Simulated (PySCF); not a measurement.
**GaS (doublet): density, localisation and related maps**

```xyz
2

Ga    0.0000    0.0000   -0.6588
S     0.0000    0.0000    1.4202
```

Level of theory: PBE0/cc-pVTZ(-PP), non-relativistic Hamiltonian with scalar-relativistic core potentials where named, at a bond length of 2.079 Å (PySCF 2.14.0).

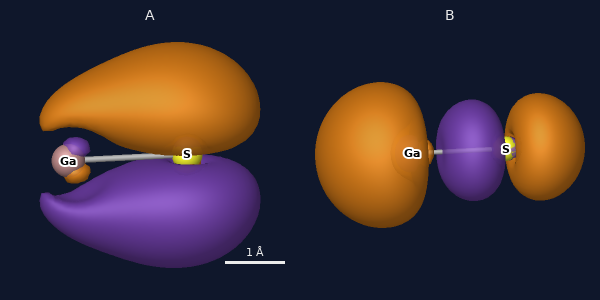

Figure 1. Two frontier α-spin orbitals, each drawn at the value that holds 80 % of its norm (orange and purple are the two phases), in no order; of a degenerate pair one member is drawn.

Q: Name the orbitals and rank them from lowest to highest energy.

A: Orbital B: σ, occupied in this spin, −7.60 eV; shared between the atoms (Ga 60 %, S 40 %).
Orbital A: π, occupied in this spin, −7.30 eV; mainly on S (80 %).

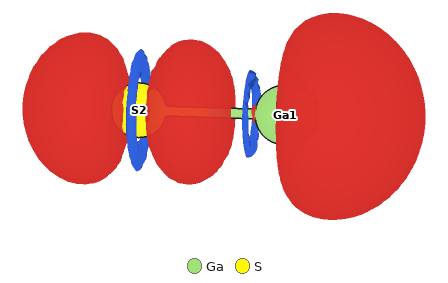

Figure 2. Isosurfaces of the spin density (α minus β) at +0.015 (red) and −0.015 e/Å³ (blue), seen from one side.

Q: Which atoms carry the spin?

A: The unpaired spin (1 electron) lies mostly on Ga1 (about 0.6) and S2 (about 0.4), in electrons by Hirshfeld's partition.

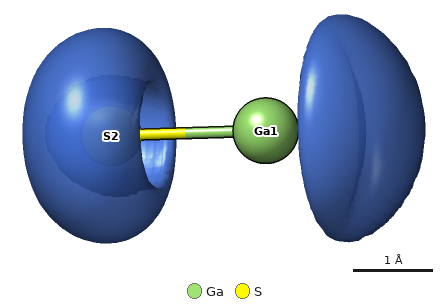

Figure 3. Isosurface of the electron localisation function at 0.8 (blue), seen from one side. Only the valence region is drawn (cores and ρ < 0.01 e/Å³ removed).

Q: Where are the electrons localised?

A: At this value the surface marks out one lobe on Ga, pointing away from the bonds (non-bonding electrons) and one region wrapped around S (its valence shell). Profiles from the grid: Ga–S (2.08 Å): the ELF peaks at about 0.70 in the valence shell of S, 0.9 Å from its nucleus, and is about 0.55 at the midpoint.
